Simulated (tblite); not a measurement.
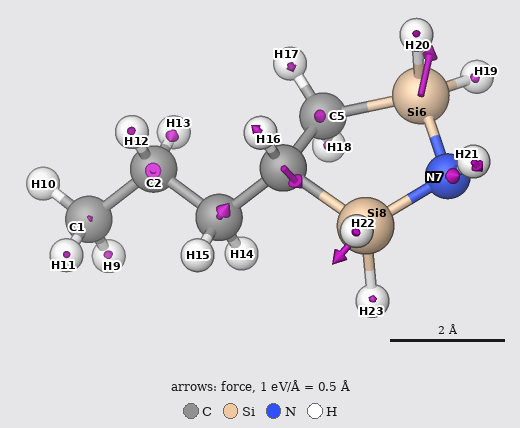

Starting geometry of C5H15NSi2 with the computed forces as purple arrows. The picture is a ball-and-stick view, seen at a tilt.

The calculation used GFN2-xTB geometry optimisation, gas phase (tblite). 

Q: Is this structure relaxed? If not, where do the atoms go?

A: It isn't relaxed: the largest force vector, on a Si atom, is 2.11 eV/Å. The final displacements follow the starting forces only in part (cosine between the two patterns 0.36). Over 33 geometry steps the energy falls by 11.0 kcal/mol. The atom that moves furthest after the best rigid fit is an H atom (0.43 Å). By element the largest moves are H 0.43 Å, N 0.32 Å, Si 0.16 Å, C 0.04 Å. Among the contacts that change: N–Si 1.707 → 1.734 Å, C–C 1.550 → 1.528 Å, C–H 1.113 → 1.092 Å, C–Si 1.928 → 1.908 Å. Among the angles between lasting bonds that change: Si–N–Si 105.8° → 118.1°, Si–N–H 109.0° → 121.1°, Si–N–H 110.6° → 120.8°.
